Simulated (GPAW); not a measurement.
# SiC (P6_3mc): G0W0 with GPAW, start to end

How does a plane-wave GW calculation on SiC (P6_3mc) run from the first input to the gap?

Main program and level: GPAW 26.7.0; PBE and many-body steps on it, plane waves.

**What was measured.**

- Gap 3 eV: optical absorption onset, approximate; UV-Vis-NIR transmission; bulk crystal (400 micron semi-insulating 6H-SiC wafer) (“Effects of energetic ion irradiation on WSe2/SiC heterostructures”, 2017, pmc:5482891).

- Gap 3.02 eV: band gap at cryogenic temperature; bulk crystal (literature value) (quoted in “Silicon carbide diodes for neutron detection”, 2020, arxiv:2009.14696).

- Gap 3.03 eV: indirect gap, experimental literature value; quoted from earlier experiment; bulk crystal (quoted in “Charge spill-out and work function of few-layer graphene on SiC(0001)”, 2018, arxiv:1806.04908).

## 1. The structure

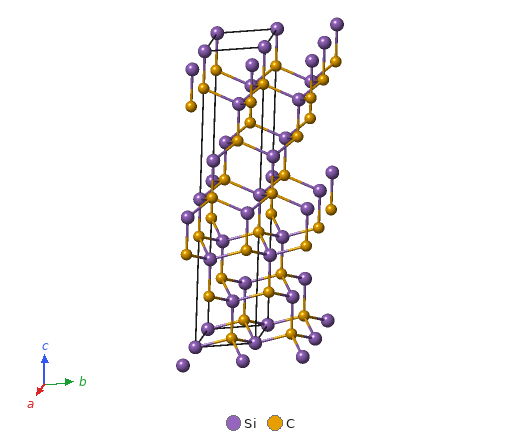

The cell as given, slightly off an axis (silicon purple, carbon orange). 2×2×1 cells are drawn. Bonds to atoms that aren't drawn are left out. Some periodic images of atoms are drawn too.

The cell and positions come from the Crystallography Open Database and are kept as given unless a step says otherwise.

## 2. Ground state

This step: GPAW 26.7.0; DFT, PBE, plane waves, PAW.

The ground-state density comes first.

run.py

```python
import json
import numpy as np
from gpaw.mpi import world
from ase import Atoms
from gpaw import GPAW, PW, FermiDirac

atoms = Atoms(['Si', 'Si', 'Si', 'Si', 'Si', 'Si', 'C', 'C', 'C', 'C', 'C', 'C'],
    cell=[[3.0810000000, 0.0000000000, 0.0000000000],
      [-1.5405000000, 2.6682242691, 0.0000000000],
      [0.0000000000, 0.0000000000, 15.1248000000]],
    scaled_positions=[[0.0000000000, 0.0000000000, 0.0000000000],
      [0.0000000000, 0.0000000000, 0.5000000000],
      [0.3333333333, 0.6666666667, 0.1664000000],
      [0.6666666667, 0.3333333333, 0.6664000000],
      [0.6666666667, 0.3333333333, 0.3329000000],
      [0.3333333333, 0.6666666667, 0.8329000000],
      [0.3333333333, 0.6666666667, 0.0412000000],
      [0.6666666667, 0.3333333333, 0.5412000000],
      [0.6666666667, 0.3333333333, 0.2080000000],
      [0.3333333333, 0.6666666667, 0.7080000000],
      [0.0000000000, 0.0000000000, 0.3746000000],
      [0.0000000000, 0.0000000000, 0.8746000000]],
    pbc=(True, True, True))
calc = GPAW(mode=PW(600),
    xc='PBE',
    kpts={'size': (9, 9, 2), 'gamma': True},
    occupations=FermiDirac(0.001),
    nbands=-12,
    convergence={'density': 1e-6, 'bands': -3},
    maxiter=100,
    txt='gs.txt')
atoms.calc = calc
res = {'energy': atoms.get_potential_energy()}
kpts = calc.get_ibz_k_points()
res['kpts'] = kpts
res['eigenvalues'] = [calc.get_eigenvalues(kpt=k) for k in range(len(kpts))]
res['n_electrons'] = calc.get_number_of_electrons()
calc.write('gs.gpw')

if world.rank == 0:
    with open('result.json', 'w') as f:
        json.dump(res, f, default=lambda x: x.tolist())
```

Launch:

```bash
$ mpirun -n 8 gpaw python run.py
```

Log:

```text
__  _  _
 | _ |_)|_||  |
 |__||  | ||/\| - 26.7.0

Input parameters:
  mode=PW(ecut=600.0),
  convergence={'density': 1e-06, 'bands': -3},
  kpts=MonkhorstPack(size=(9, 9, 2), gamma=True),
  maxiter=100,
  nbands=-12,
  occupations=Occupations(name='fermi-dirac', width=0.001, fixmagmom=False),
  xc=XC(name='PBE')
  [... matrices ...]
Diagonalizing LCAO Hamiltonian
Converting LCAO to pw mode

       C Si

         C
            Si

            C
       Si

       C    Si

         Si C

         C

       Si

Atoms  # Å, Bohr magnetons
|    | symbol |         x |        y |         z |    initial magnetic moments |
|  0 |     Si |  0.000000 | 0.000000 |  0.000000 | ( 0.0000,  0.0000,  0.0000) |
|  1 |     Si |  0.000000 | 0.000000 |  7.562400 | ( 0.0000,  0.0000,  0.0000) |
|  2 |     Si | -0.000000 | 1.778816 |  2.516767 | ( 0.0000,  0.0000,  0.0000) |
|  3 |     Si |  1.540500 | 0.889408 | 10.079167 | ( 0.0000,  0.0000,  0.0000) |
|  4 |     Si |  1.540500 | 0.889408 |  5.035046 | ( 0.0000,  0.0000,  0.0000) |
|  5 |     Si | -0.000000 | 1.778816 | 12.597446 | ( 0.0000,  0.0000,  0.0000) |
|  6 |      C | -0.000000 | 1.778816 |  0.623142 | ( 0.0000,  0.0000,  0.0000) |
|  7 |      C |  1.540500 | 0.889408 |  8.185542 | ( 0.0000,  0.0000,  0.0000) |
|  8 |      C |  1.540500 | 0.889408 |  3.145958 | ( 0.0000,  0.0000,  0.0000) |
|  9 |      C | -0.000000 | 1.778816 | 10.708358 | ( 0.0000,  0.0000,  0.0000) |
| 10 |      C |  0.000000 | 0.000000 |  5.665750 | ( 0.0000,  0.0000,  0.0000) |
| 11 |      C |  0.000000 | 0.000000 | 13.228150 | ( 0.0000,  0.0000,  0.0000) |

Unit cell  # Å
| periodic |         x |        y |         z |   lengths |     angles |
|      yes |  3.081000 | 0.000000 |  0.000000 |  3.081000 |  90.000000 |
|      yes | -1.540500 | 2.668224 |  0.000000 |  3.081000 |  90.000000 |
|      yes |  0.000000 | 0.000000 | 15.124800 | 15.124800 | 120.000000 |

Number of symmetries: 6
Symmetry operations  # r_c * U_cc + t_c -> r_c
|   | kind |            matrix            |
| 0 |  σ   |  1, 1, 0,  0,-1, 0,  0, 0, 1 |
| 1 |  E   |  1, 0, 0,  0, 1, 0,  0, 0, 1 |
| 2 |  C3  |  0, 1, 0, -1,-1, 0,  0, 0, 1 |
| 3 |  σ   |  0,-1, 0, -1, 0, 0,  0, 0, 1 |
| 4 |  σ   | -1, 0, 0,  1, 1, 0,  0, 0, 1 |
| 5 |  C3  | -1,-1, 0,  1, 0, 0,  0, 0, 1 |

BZ-sampling:
  Number of BZ points: 162
  Number of IBZ points: 24

  Monkhorst-Pack size: [9, 9, 2]
  Monkhorst-Pack shift: [0.0, 0.0, 0.25]

K-points  # in reciprocal-cell coordinates
|     |                                coordinates |     weight |
|   0 | (  0.00000000,   0.00000000,   0.00000000) | 0.00617284 |
|   1 | (  0.00000000,   0.00000000,   0.50000000) | 0.00617284 |
|   2 | (  0.11111111,   0.00000000,   0.00000000) | 0.03703704 |
|   3 | (  0.11111111,   0.00000000,   0.50000000) | 0.03703704 |
|   4 | (  0.22222222,  -0.11111111,   0.00000000) | 0.03703704 |
|   5 | (  0.22222222,  -0.11111111,   0.50000000) | 0.03703704 |
|   6 | (  0.22222222,   0.00000000,   0.00000000) | 0.03703704 |
|   7 | (  0.22222222,   0.00000000,   0.50000000) | 0.03703704 |
|   8 | (  0.33333333,  -0.11111111,   0.00000000) | 0.07407407 |
|   9 | (  0.33333333,  -0.11111111,   0.50000000) | 0.07407407 |
| ... |                                            |            |
|  23 | (  0.44444444,   0.44444444,   0.50000000) | 0.03703704 |

Plane wave coefficients: 4176
Cutoff: 600.0 eV

Spin-components: 1 (collinear spins)
Bands:           36
Projectors:      60
Spin-degeneracy: 2
Datatype:        complex128

  Storage: CPU
  Wave functions: 57_411_072 bytes (7_176_384 per core)
  Projectors: 49_437_312 bytes (6_179_664 per core)
  [... matrices ...]
Parallelization:
  kpt:    8
  domain: 1
  band:   1

Density:
  Valence electrons: 48.0
  Components: 1
  Grid points: [18 18 90]
  Charge: 0.0  # |e|

Potential:
  Grid points: [18 18 90]

species:
  Si:
    name:    Silicon
    Z:       14.0
    valence: 4
    core:    10
    charge:  0.0  # [|e|]
    compensation charges:
      type: gauss
      rc: 0.33  # [Å]
      lmax: 2
    cutoffs:
      filter: 1.86  # [Å]
      core: 2.06  # [Å]
    projectors
    | kind |    occ | energy [eV] | rcut [Å] |
    |   3s |  2.000 |     -10.812 |    1.058 |
    |   3p |  2.000 |      -4.081 |    1.058 |
    |    s |        |      16.399 |    1.058 |
    |    p |        |      23.130 |    1.058 |
    |    d |        |       0.000 |    1.058 |

    Using partial waves for Si as LCAO basis

  C:
    name:    Carbon
    Z:       6.0
    valence: 4
    core:    2
    charge:  0.0  # [|e|]
    compensation charges:
      type: gauss
      rc: 0.20  # [Å]
      lmax: 2
    cutoffs:
      filter: 1.14  # [Å]
      core: 1.14  # [Å]
    projectors
    | kind |    occ | energy [eV] | rcut [Å] |
    |   2s |  2.000 |     -13.751 |    0.635 |
    |   2p |  2.000 |      -5.284 |    0.635 |
    |    s |        |      13.461 |    0.635 |
    |    p |        |      21.927 |    0.635 |
    |    d |        |       0.000 |    0.635 |

    Using partial waves for C as LCAO basis

Reference energy: -53483.834194  # eV

eigensolver:
  PPCG
  Converge bands: -3
  niter=2

density mixing:
  MSR1-Mixer
  Pratt-step length: 0.05
  Maximum mixing coefficient: 0.75
  Old densities: 10
  SVD Regularization: 0.005
  Good broyden scale: 1.0
  Trust region scale: 1.0
  Backstep threshold: 4.0
  History deletion threshold: 6.0
  Fourier metric: weight=20.0, sigma=0.015

occupation numbers:
  Fermi-Dirac:
    width: 0.0010  # eV

poisson solver:
  ecut: 4800.0  # eV

xc functional:
  name: PBE with 2 nearest neighbor stencil

Initialization done in: 2.504 s

convergence criteria:
- Maximum integral of absolute [dens]ity change: 1e-06 electrons / valence electron
- Maximum [total energy] change in last 3 cyles: 0.0005 eV / valence electron
- Maximum integral of absolute [eigenst]ate change: 4e-08 eV^2 / valence electron
maximum number of iterations: 100

SCF iterations
|iter     |     time |      energy | eigst |  dens |
|iter:   1|  |  -99.455342 | +0.64 |       |
|iter:   2|  |  -97.298110 | -0.24 | -0.57 |
|iter:   3|  |  -89.857188 | -0.12 | -0.61 |
|iter:   4|  |  -89.821377 | -1.18 | -1.31 |
|iter:   5|  |  -89.848950 | -1.56 | -1.63 |
|iter:   6|  |  -89.840593 | -1.92 | -2.28 |
|iter:   7|  |  -89.840836c| -2.44 | -2.73 |
|iter:   8|  |  -89.840852c| -2.68 | -3.24 |
|iter:   9|  |  -89.840853c| -2.90 | -3.90 |
|iter:  10|  |  -89.840853c| -3.09 | -4.41 |
|iter:  11|  |  -89.840853c| -3.30 | -4.78 |
|iter:  12|  |  -89.840853c| -3.50 | -5.32 |
|iter:  13|  |  -89.840853c| -3.64 | -5.88 |
|iter:  14|  |  -89.840853c| -3.83 | -6.33c|
|iter:  15|  |  -89.840853c| -3.95 | -7.42c|
|iter:  16|  |  -89.840853c| -4.12 | -7.95c|
|iter:  17|  |  -89.840853c| -4.24 | -8.39c|
|iter:  18|  |  -89.840853c| -4.38 | -8.73c|
|iter:  19|  |  -89.840853c| -4.50 | -9.47c|
|iter:  20|  |  -89.840853c| -4.62 | -9.83c|
|iter:  21|  |  -89.840853c| -4.72 | -9.89c|
|iter:  22|  |  -89.840853c| -4.82 |-10.40c|
|iter:  23|  |  -89.840853c| -4.91 |-10.81c|
|iter:  24|  |  -89.840853c| -4.99 |-11.02c|
|iter:  25|  |  -89.840853c| -5.08 |-11.39c|
|iter:  26|  |  -89.840853c| -5.16 |-11.58c|
|iter:  27|  |  -89.840853c| -5.24 |-12.02c|
|iter:  28|  |  -89.840853c| -5.32 |-12.15c|
|iter:  29|  |  -89.840853c| -5.40 |-12.47c|
|iter:  30|  |  -89.840853c| -5.48 |-12.87c|
|iter:  31|  |  -89.840853c| -5.56 |-13.26c|
[...]
|iter:  51|  |  -89.840853c| -7.08 |-15.55c|
|iter:  52|  |  -89.840853c| -7.15 |-15.58c|
|iter:  53|  |  -89.840853c| -7.23 |-15.51c|
|iter:  54|  |  -89.840853c| -7.30 |-15.56c|
|iter:  55|  |  -89.840853c| -7.37 |-15.54c|
|iter:  56|  |  -89.840853c| -7.45c|-15.61c|

Converged in 56 steps
SCF loop duration: 70.491 s (1.259 s/step)
Energy contributions relative to reference atoms: (reference = -53483.834194)
  [... matrices ...]
Energy contributions:
  Kinetic:          96.444916
  Coulomb:         -81.225872
  Zero:             -0.107794
  External:          0.000000
  Xc:             -104.952102
  Entropy:          -0.000000
  Spinorbit:         0.000000
  ----------------------------
  Free energy:     -89.840853
  Extrapolated:    -89.840853

dipole moment: (-12.746842, -22.078179, -37.559350)  # |e|*Ang

Fermi level: 9.704
Eigenvalues  # (at kpt = [0.000, 0.000, 0.000])
| band index |      eig [eV] | occ [0-2] |
|          0 |        -7.178 |     2.000 |
|        ... |               |           |
|         16 |         7.433 |     2.000 |
|         17 |         7.880 |     2.000 |
|         18 |         7.880 |     2.000 |
|         19 |         7.993 |     2.000 |
|         20 |         7.993 |     2.000 |
|         21 |         8.245 |     2.000 |
|         22 |         8.281 |     2.000 |
|         23 |         8.281 |     2.000 |
|         24 |        13.450 |     0.000 |
[...]
|         28 |        14.591 |     0.000 |
|         29 |        14.950 |     0.000 |
|         30 |        15.186 |     0.000 |
|         31 |        15.186 |     0.000 |
|        ... |               |           |
|         35 |        16.373 |     0.000 |

Gap: 2.094 eV
Transition (v -> c):
  (s=0, k=0, n=23, [0.00, 0.00, 0.00]) -> (s=0, k=18, n=24, [0.44, 0.00, 0.00])
Direct/indirect transitions are different
Direct gap: 3.167 eV
Transition at: (s=0, k=18, n=23, [0.44, 0.00, 0.00])
# Writing to gs.gpw (mode='')
  [... matrices ...]
```

Wall time 76 s (8 MPI ranks of Arm Neoverse V1, shared host); peak memory 1.8 GiB.

Numbers from this step:

```yaml
total_energy: -89.8409 eV
gap: 2.094 eV
k_of_the_valence_top: 0, 0, 0
k_of_the_conduction_bottom: 0.4444, 0, 0
least_direct_gap: 3.167 eV
```

The gap is indirect, with the least direct gap 1.07 eV higher.

## 3. Bands along the symmetry lines

Levels along a band path, at the cheap level, show where the edges lie and whether the meshes to come will hold them.

run.py

```python
import json
import numpy as np
from gpaw.mpi import world
from gpaw import GPAW

path = [[0.000000, 0.000000, 0.000000],
    [0.062500, 0.000000, 0.000000],
    [0.125000, 0.000000, 0.000000],
    [0.187500, 0.000000, 0.000000],
    [0.250000, 0.000000, 0.000000],
    [0.312500, 0.000000, 0.000000],
    [0.375000, 0.000000, 0.000000],
    [0.437500, 0.000000, 0.000000],
    [0.500000, 0.000000, 0.000000],
    [0.479167, 0.041667, 0.000000],
    [0.458333, 0.083333, 0.000000],
    [0.437500, 0.125000, 0.000000],
    [0.416667, 0.166667, 0.000000],
    [0.395833, 0.208333, 0.000000],
    [0.375000, 0.250000, 0.000000],
    [0.354167, 0.291667, 0.000000],
    [0.333333, 0.333333, 0.000000],
    [0.291667, 0.291667, 0.000000],
    [0.250000, 0.250000, 0.000000],
    [0.208333, 0.208333, 0.000000],
    [0.166667, 0.166667, 0.000000],
    [0.125000, 0.125000, 0.000000],
    [0.083333, 0.083333, 0.000000],
    [0.041667, 0.041667, 0.000000],
    [0.000000, 0.000000, 0.000000],
    [0.000000, 0.000000, 0.062500],
    [0.000000, 0.000000, 0.125000],
    [0.000000, 0.000000, 0.187500],
    [0.000000, 0.000000, 0.250000],
    [0.000000, 0.000000, 0.312500],
    [0.000000, 0.000000, 0.375000],
    [0.000000, 0.000000, 0.437500],
    [0.000000, 0.000000, 0.500000],
    [0.062500, 0.000000, 0.500000],
    [0.125000, 0.000000, 0.500000],
    [0.187500, 0.000000, 0.500000],
    [0.250000, 0.000000, 0.500000],
    [0.312500, 0.000000, 0.500000],
    [0.375000, 0.000000, 0.500000],
    [0.437500, 0.000000, 0.500000],
    [0.500000, 0.000000, 0.500000],
    [0.479167, 0.041667, 0.500000],
    [0.458333, 0.083333, 0.500000],
    [0.437500, 0.125000, 0.500000],
    [0.416667, 0.166667, 0.500000],
    [0.395833, 0.208333, 0.500000],
    [0.375000, 0.250000, 0.500000],
    [0.354167, 0.291667, 0.500000],
    [0.333333, 0.333333, 0.500000],
    [0.291667, 0.291667, 0.500000],
    [0.250000, 0.250000, 0.500000],
    [0.208333, 0.208333, 0.500000],
    [0.166667, 0.166667, 0.500000],
    [0.125000, 0.125000, 0.500000],
    [0.083333, 0.083333, 0.500000],
    [0.041667, 0.041667, 0.500000],
    [0.000000, 0.000000, 0.500000],
    [0.500000, 0.000000, 0.500000],
    [0.500000, 0.000000, 0.437500],
    [0.500000, 0.000000, 0.375000],
    [0.500000, 0.000000, 0.312500],
    [0.500000, 0.000000, 0.250000],
    [0.500000, 0.000000, 0.187500],
    [0.500000, 0.000000, 0.125000],
    [0.500000, 0.000000, 0.062500],
    [0.500000, 0.000000, 0.000000],
    [0.333333, 0.333333, 0.500000],
    [0.333333, 0.333333, 0.437500],
    [0.333333, 0.333333, 0.375000],
    [0.333333, 0.333333, 0.312500],
    [0.333333, 0.333333, 0.250000],
    [0.333333, 0.333333, 0.187500],
    [0.333333, 0.333333, 0.125000],
    [0.333333, 0.333333, 0.062500],
    [0.333333, 0.333333, 0.000000]]
calc = GPAW('gs.gpw').fixed_density(kpts=path,
    symmetry='off',
    nbands=34,
    convergence={'bands': 30},
    txt='bands.txt')
res = {}
kpts = calc.get_ibz_k_points()
res['kpts'] = kpts
res['eigenvalues'] = [calc.get_eigenvalues(kpt=k) for k in range(len(kpts))]
res['n_electrons'] = calc.get_number_of_electrons()

if world.rank == 0:
    with open('result.json', 'w') as f:
        json.dump(res, f, default=lambda x: x.tolist())
```

Launch:

```bash
$ mpirun -n 8 gpaw python run.py
```

Log:

```text
Diagonalizing LCAO Hamiltonian
Converting LCAO to pw mode
convergence criteria:
- Maximum integral of absolute [eigenst]ate change: 4e-08 eV^2 / valence electron
maximum number of iterations: 100

SCF iterations
|iter     |     time |      energy | eigst |  dens |
|iter:   1|  |             | +0.57 |       |
|iter:   2|  |             | -0.55 |       |
|iter:   3|  |             | -1.53 |       |
[...]
|iter:  21|  |             | -7.11 |       |
|iter:  22|  |             | -7.25 |       |
|iter:  23|  |             | -7.46c|       |
SCF steps: 23
  __  _  _
 | _ |_)|_||  |
 |__||  | ||/\| - 26.7.0

Input parameters:
  mode=PW(ecut=600.0),
  convergence={'bands': 30},
  gpts=array([18, 18, 90]),
  kpts=KPoints(kpts=array([[0.      , 0.      , 0.      ],
         [0.0625  , 0.      , 0.      ],
         [0.125   , 0.      , 0.      ],
         [0.1875  , 0.      , 0.      ],
[...]
[0.479167, 0.041667, 0.      ],
         [0.458333, 0.083333, 0.      ],
[...]
[0.416667, 0.166667, 0.      ],
[...]
[0.5     , 0.      , 0.0625  ],
         [0.5     , 0.      , 0.      ],
[...]
[0.333333, 0.333333, 0.125   ],
         [0.333333, 0.333333, 0.0625  ],
         [0.333333, 0.333333, 0.      ]])),
  maxiter=100,
  nbands=34,
  occupations=Occupations(name='fermi-dirac', width=0.001, fixmagmom=False),
  parallel={},
  symmetry=Symmetry(point_group=False, time_reversal=False),
  xc=XC(name='PBE')
  [... matrices ...]
timing:  # [seconds]
  Total: 0.058  # ━━━━━━━━━━━━━━━━━━━━━━━━━━━━━━━━━━━━━━━━━━━━━━━━━━━━━━━━━━━
```

Wall time 97 s (8 MPI ranks); peak memory 2.1 GiB; 9.8 min of CPU time.

This step gave:

```yaml
gap: 2.004 eV
k_of_the_valence_top: 0, 0, 0
k_of_the_conduction_bottom: 0.5, 0, 0.1875
least_direct_gap: 3.114 eV
```

The gap is 2.004 eV, −0.090 eV from the run before at this level.

The electronic bands at the labelled points (eV, zero at the top of the highest filled band):

```tsv
point	band 21	band 22	band 23	band 24	band 25	band 26	band 27	band 28
Γ	-0.29	-0.04	0.00	0.00	5.17	5.34	5.74	6.26
M	-1.84	-1.76	-1.66	-1.11	2.01	2.20	3.22	3.89
K	-3.14	-2.21	-2.08	-2.08	3.48	3.48	3.74	5.04
Γ	-0.29	-0.04	0.00	0.00	5.17	5.34	5.74	6.26
A	-0.10	-0.10	-0.10	-0.10	5.24	5.24	5.98	5.98
L	-1.72	-1.72	-1.31	-1.31	2.05	2.05	3.44	3.44
H	-2.63	-2.63	-2.27	-2.27	3.67	3.67	4.31	4.31
A	-0.10	-0.10	-0.10	-0.10	5.24	5.24	5.98	5.98
jump to L	-1.72	-1.72	-1.31	-1.31	2.05	2.05	3.44	3.44
M	-1.84	-1.76	-1.66	-1.11	2.01	2.20	3.22	3.89
jump to H	-2.63	-2.63	-2.27	-2.27	3.67	3.67	4.31	4.31
K	-3.14	-2.21	-2.08	-2.08	3.48	3.48	3.74	5.04
```

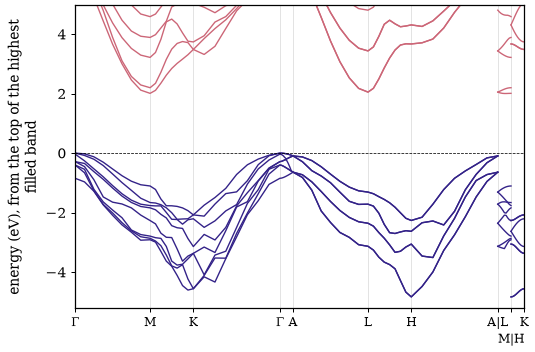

Electronic bands along the path; lines of filled and empty bands in two colours.

## 4. Empty states on the mesh, 6×6×2 mesh, 175 bands

The sums over transitions need many empty states on a uniform mesh; this step solves for them.

run.py

```python
import json
import numpy as np
from gpaw.mpi import world
from gpaw import GPAW

calc = GPAW('gs.gpw').fixed_density(kpts={'size': (6, 6, 2), 'gamma': True},
    nbands=204,
    convergence={'bands': 175},
    update_fermi_level=True,
    txt='nscf.txt')
calc.write('full.gpw', mode='all')
res = {}
kpts = calc.get_ibz_k_points()
res['kpts'] = kpts
res['eigenvalues'] = [calc.get_eigenvalues(kpt=k) for k in range(len(kpts))]
res['n_electrons'] = calc.get_number_of_electrons()

if world.rank == 0:
    with open('result.json', 'w') as f:
        json.dump(res, f, default=lambda x: x.tolist())
```

Launch:

```bash
$ mpirun -n 8 gpaw python run.py
```

Log:

```text
Diagonalizing LCAO Hamiltonian
Converting LCAO to pw mode
convergence criteria:
- Maximum integral of absolute [eigenst]ate change: 4e-08 eV^2 / valence electron
maximum number of iterations: 100

SCF iterations
|iter     |     time |      energy | eigst |  dens |
|iter:   1|  |             | +4.10 |       |
|iter:   2|  |             | +2.93 |       |
|iter:   3|  |             | +1.83 |       |
[...]
|iter:  15|  |             | -6.91 |       |
|iter:  16|  |             | -7.37 |       |
|iter:  17|  |             | -7.73c|       |
SCF steps: 17
  __  _  _
 | _ |_)|_||  |
 |__||  | ||/\| - 26.7.0

Input parameters:
  mode=PW(ecut=600.0),
  convergence={'bands': 175},
  gpts=array([18, 18, 90]),
  kpts=MonkhorstPack(size=(6, 6, 2), gamma=True),
  maxiter=100,
  nbands=204,
  occupations=Occupations(name='fermi-dirac', width=0.001, fixmagmom=False),
  parallel={},
  xc=XC(name='PBE')
# Writing to full.gpw (mode='all')
  [... matrices ...]

timing:  # [seconds]
  Total: 0.163  # ━━━━━━━━━━━━━━━━━━━━━━━━━━━━━━━━━━━━━━━━━━━━━━━━━━━━━━━━━━━
```

Elapsed: 1.8 min, on 8 MPI ranks; peak memory 2.2 GiB; 11 min of CPU time.

Numbers from this step:

```yaml
gap: 2.008 eV
k_of_the_valence_top: 0, 0, 0
k_of_the_conduction_bottom: 0.5, 0.5, 0
least_direct_gap: 3.114 eV
k_points_computed: 14
lowest_point_of_the_top_converged_band_above_the_valence_top: 54.5274 eV
```

On this mesh the gap is 2.008 eV.

[end of part 1 of 2]

[Paths, hosts, dates, memory and timing lines, banners, echoed tables and standing remarks are left out of the program output.]

[Logs are printed without paths, hosts, clocks, repeated set-up lines and the standing remarks that a program may print on its own settings, such as how far it seeks lower states.]

[Runs of the session that timed out or met a known fault of the program may be left out.]

[Hosts, paths, dates, database ids (printed as entryN), source tags and the programs' standing remarks are cut or masked in the printed files.]
